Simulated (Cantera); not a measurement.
Input: 1 mol Si3N4, 0.012 mol CO2, 650 mol N2, held at 2173.15 K.

Cantera equilibrium calculation (NASA polynomials, part measured and part estimated; ideal gas, pure solids and liquids). Candidate condensed phases: C, Si, SiC, SiO2, Si2N2O, Si3N4; 34 gas species. The tables' values for SiN are old estimates; treat these amounts as uncertain. Rates play no part.

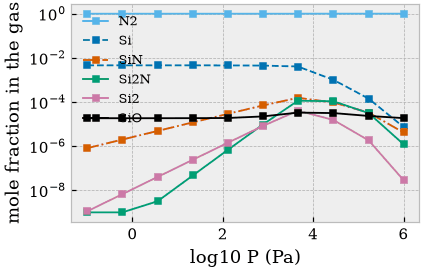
Figure: Equilibrium gas composition (values under 1e-9 drawn at 1e-9)

**Question.** Read off the mole fractions at 22.0 Pa.

**Answer.** N2 about 1.00, Si about 0.0045, SiO about 1.8e-5, SiN about 1.2e-5, Si2 about 2.4e-7, Si2N about 4.8e-8.
